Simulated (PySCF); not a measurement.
```csv
atom,x (Å),y (Å),z (Å)
C,-1.4551,1.2417,-0.0688
C,-2.0474,-0.1096,-0.4503
Si,-0.7645,-1.3068,-1.1951
N,0.6132,-1.4959,-0.1427
Si,1.9146,-0.4374,0.2657
P,1.8938,1.2633,-1.1906
H,-2.2186,1.9098,0.3290
H,-0.6839,1.1154,0.6902
H,-0.9987,1.7201,-0.9342
H,-2.5073,-0.5556,0.4345
H,-2.8537,0.0451,-1.1695
H,-1.3361,-2.6538,-1.2989
H,-0.2857,-0.8135,-2.4870
H,0.6194,-2.3526,0.3855
H,3.1720,-1.1925,0.1683
H,1.7734,0.0443,1.6506
H,1.8845,2.2566,-0.2265
H,3.2712,1.3278,-1.3014
```

Geometry: GFN2-xTB.

All numbers below come from PySCF 2.14.0, PBE0/pcSseg-1, SCF density, gas phase, non-relativistic.

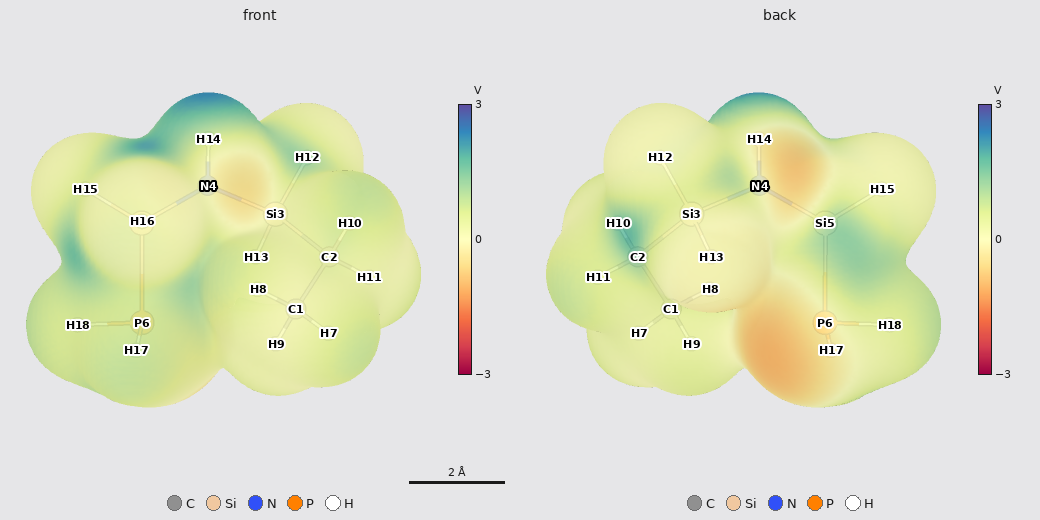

C2H12NPSi2. The electrostatic potential painted on the density surface at 0.004 e/bohr³, seen from the front and from behind; red is negative and blue positive.

**Describe the electrostatic potential map.**

The most negative region (about −1.1 V) lies over P6, the most positive (about +2.2 V) over H14.
